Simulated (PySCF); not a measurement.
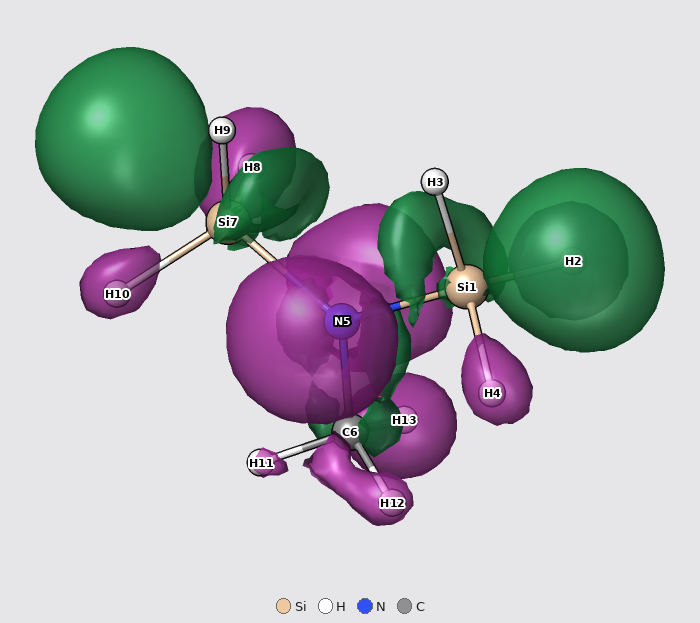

Figure. (H3Si)2NMe (CH9NSi2). Unrelaxed difference density of S₃ less the ground state (TDA singlet states), ±0.015 e/Å³; green: gain, purple: loss.

Level of theory: CAM-B3LYP/def2-TZVP (PySCF), at a geometry from GFN2-xTB. No frequency check shows the geometry to be a minimum. Without diffuse functions Rydberg states are missing, so the states' numbers hold for this basis only.

Coordinates in Å:

```
Si1      1.5435    0.5127   -0.0118
H2       2.0977    0.3740   -1.3669
H3       1.3352    1.9157    0.3213
H4       2.4371   -0.1590    0.9378
N5      -0.0010   -0.2684    0.1220
C6       0.0131   -1.7100   -0.0232
Si7     -1.5504    0.5017   -0.0116
H8      -2.0741    0.4414   -1.3848
H9      -1.3670    1.8846    0.4107
H10     -2.4575   -0.2338    0.8749
H11     -0.8942   -2.1429    0.3969
H12      0.8716   -2.1342    0.4982
H13      0.0753   -2.0086   -1.0743
```

How does the charge move on excitation?

Answer. 0.79 e is displaced in all, of which about 0.5 e passes between atoms: N5 (0.41 e) loses electrons and Si7 (0.18 e) and Si1 (0.18 e) gain them. The state: 7.36 eV (169 nm), f = 0.006, partly diffuse acceptor orbital, which a basis without diffuse functions describes poorly; the leading pair carries 96 %; hole on N5 (48 %), Si1 and Si7 (10 % each) and C6 (7 %), electron on Si1 and Si7 (28 % each), N5 (7 %) and H2, H4, H8 and H10 (5 % each) (atom shares of so diffuse an orbital are rough); their centroids lie 0.9 Å apart.

The PySCF run took 4.9 min on 1 thread of Intel(R) Xeon(R) 6975P-C (Granite Rapids), on a shared host, peak memory 1 GiB.
